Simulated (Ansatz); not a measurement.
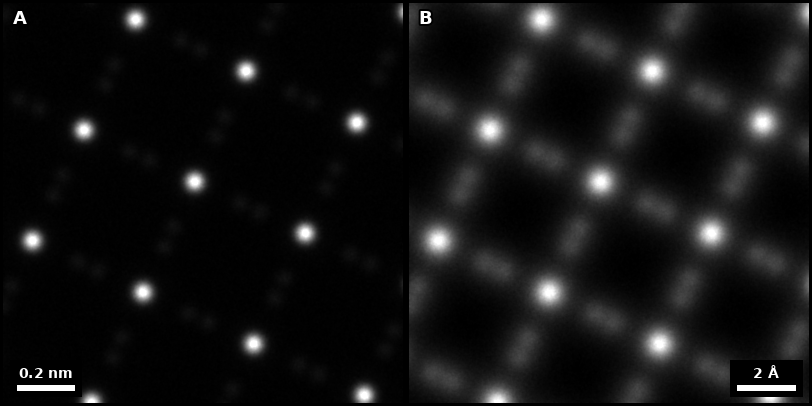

Two simulated images of the same area of TaSi6 (Fm-3m, No. 225) along [001], with a probe of 0.50 Å. One is incoherent Z contrast (Z^1.8 per atom), the other the projected potential of neutral atoms blurred by the probe (iDPC-like, thin sample). Brightness is counted from the darkest point of the image. Shot noise was added. Atomic positions: the geometry relaxed with DFT PBE, scalar-relativistic, plane waves, PAW (Ansatz 0.2.0); the starting structure was generated, so it need not be a known form of this composition.

**Which panel is which, and how can one tell?**

A is the Z-contrast image and B the potential image. The columns of 1 Si per repeat reach about 5 % of the brightest peak (1 Ta + 2 Si) in A but about 25 % in B, mainly since the potential grows much more slowly with atomic number. The Si columns show clearly in B alone.
